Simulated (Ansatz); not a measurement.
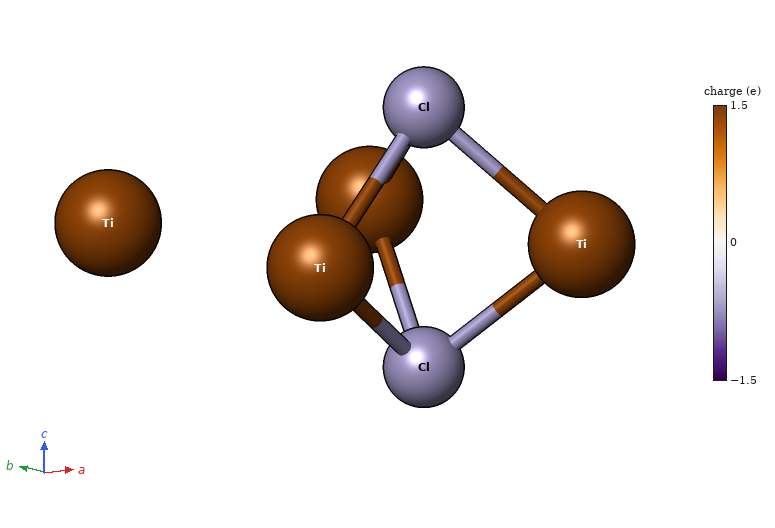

Structure drawing (ball-and-stick), viewed from the side at a slight tilt. The cell isn't outlined and the vacuum is left out. The atoms of this TiCl$_{2}$ cell are coloured by their Bader charge.

The calculation: DFT r2SCAN, scalar-relativistic, plane waves, PAW (Ansatz 0.2.0), with plane waves to 500 eV, 9×9×1 k-mesh, Gaussian smearing of 0.02 eV, no spin polarisation.

**Describe the charge distribution among the elements.**

Most positive: Ti; most negative: Cl. Charges: about Ti +1.4 e; Cl -0.7 e. The transfer is large, as in an ionic solid.

Its origin is a structure type filled with these elements by a generator (whether the compound takes this form wasn't checked). Earlier steps of the study may have refined or changed the cell and positions. It went into a calculation with Ansatz.
